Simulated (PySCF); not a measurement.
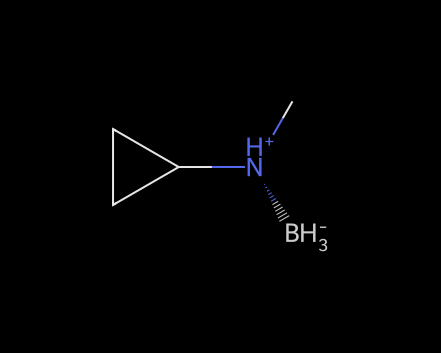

The drawing above gives the connectivity. The geometry was computed by an optimisation with PBE0-D3(BJ)/def2-SVP. No frequency run is at hand to confirm it as a minimum.

What does the molecule look like in three dimensions?

It has 18 atoms: 4 carbon, 12 hydrogen, 1 boron and 1 nitrogen (C₄H₁₂BN). Its SMILES string is `[BH3-][N@@H+](C)C1CC1`. Independent rings (smallest set): 1 of 3 members. Among its groups: B–H bond. This geometry has C1 symmetry. Coordination, clear cases only: 1 B tetrahedral; 1 N tetrahedral; 1 C tetrahedral.

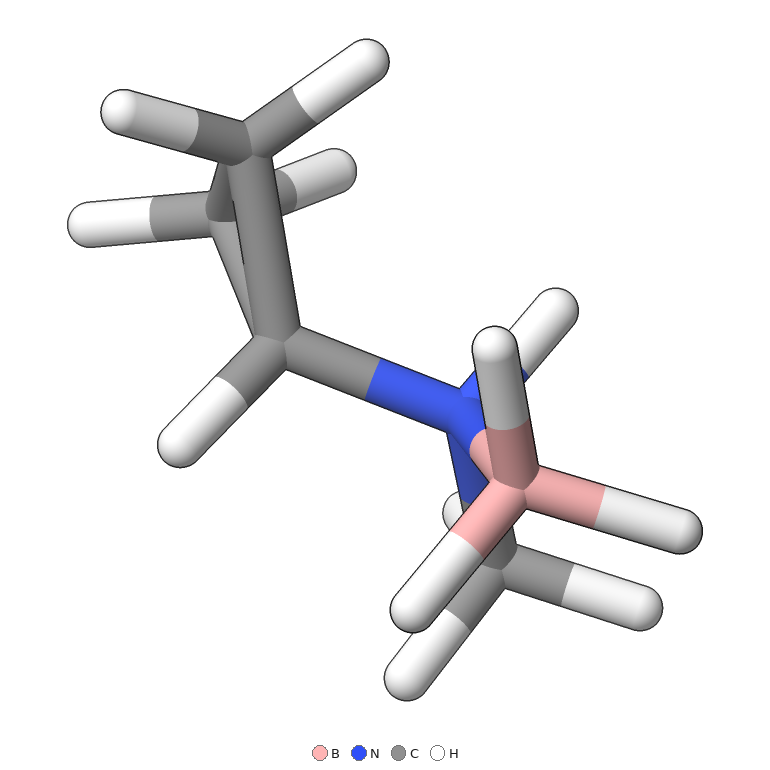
